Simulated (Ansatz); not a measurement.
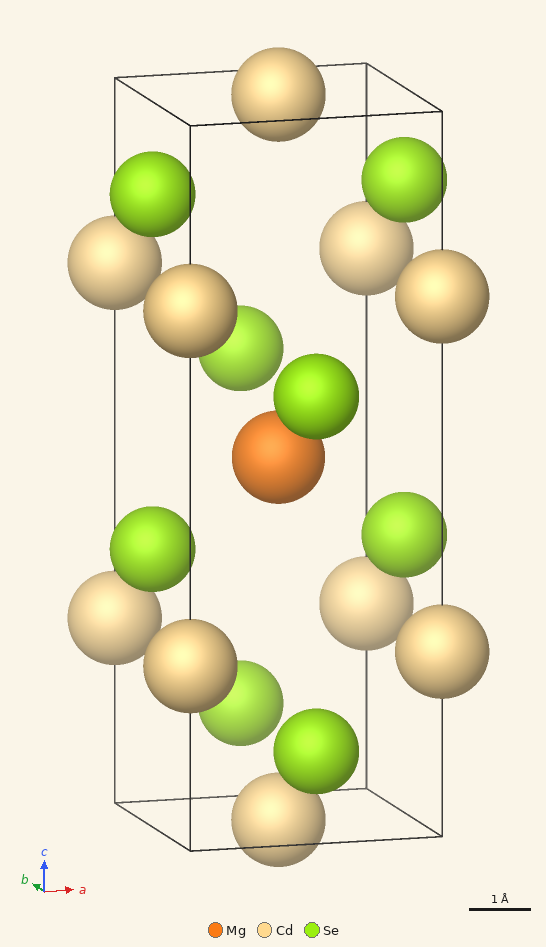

Drawn in the spheres-only manner and seen slightly off an axis. One simulation cell is framed, with atoms on its boundary repeated.

```xyz
8
Lattice="4.3540 0.0000 0.0000 0.0000 4.3540 0.0000 0.0000 0.0000 12.2377" Properties=species:S:1:pos:R:3 pbc="T T T"
Mg    2.1770    2.1770    6.1189
Cd    0.0000    0.0000    9.1154
Cd    2.1770    2.1770   12.2377
Cd    4.3540    0.0000    3.1223
Se    2.1770    0.0000    1.5606
Se    4.3540    2.1770    4.6894
Se    2.1770    0.0000    7.5483
Se    0.0000    2.1770   10.6771
```

Method used: Ansatz 0.2.0, DFT PBE, scalar-relativistic, plane waves, PAW. It ran with wavefunction cutoff 420 eV, a 6×6×4 grid in reciprocal space, Gaussian smearing of 0.02 eV, no spin polarisation.

Predict the Bader charges.

Answer. Mg +1.59 e; Cd +0.72 e; Se -1.16 to -0.73 e. The transfer is large, as in an ionic solid.

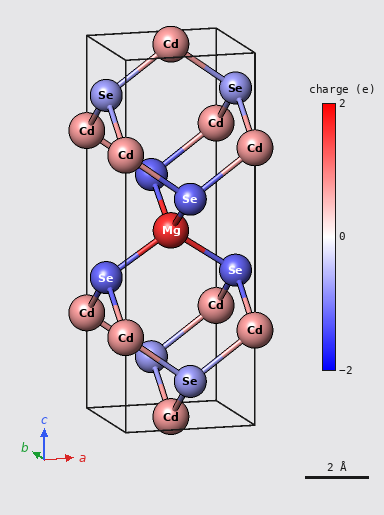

The atoms coloured by those charges.

Starting structure: a structure type filled with these elements by a generator (whether the compound takes this form wasn't checked). Earlier steps of the study may have refined or changed the cell and positions. It was run through Ansatz as a DFT input.
